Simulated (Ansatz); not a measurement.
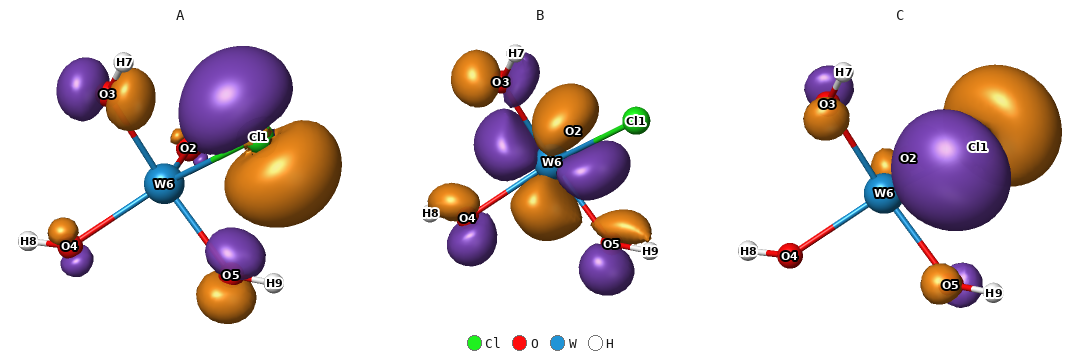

Figure. ClH$_{3}$O$_{4}$W (SMILES [O]=[W]([OH])([OH])([OH])[Cl]). Three frontier orbitals at ±0.15 Å⁻³ᐟ² (orange and purple are the two phases), in no order.

Geometry: PBE0-D4/def2-SVP; core potentials replace the inner electrons of W.

Method: Ansatz 0.2.0, isolated molecule in a Gaussian basis; Kohn-Sham density functional theory, functional PBE0.

```csv
atom,x (Å),y (Å),z (Å)
Cl,0.0650,-3.0088,-2.3216
O,-2.0801,-1.6630,-0.0197
O,-1.3886,-0.6519,-2.4788
O,-0.1922,0.4899,-0.3120
O,0.6595,-2.0420,0.2094
W,-0.6717,-1.2405,-0.8408
H,-1.2335,-1.0527,-3.3417
H,-0.7732,1.1903,0.0069
H,1.2679,-2.7392,-0.0613
```

Question: Order the three orbitals by energy and name them.

Answer: C is the HOMO−1 (−9.02 eV). By Hirshfeld shares it lies mainly on Cl1 (about 85 %); largely a lone pair of Cl1. A is the HOMO (−8.65 eV). Its weight (Hirshfeld) is mainly on Cl1 (about 75 %), O3 (about 10 %) and O5 (about 10 %); largely a lone pair of Cl1. B is the LUMO (−3.04 eV). By Hirshfeld shares it lies mainly on W6 (about 60 %), O5 (about 10 %), O3 (about 10 %) and O4 (about 10 %).

Question: What is the HOMO–LUMO gap?

Answer: 5.61 eV between the orbital energies.
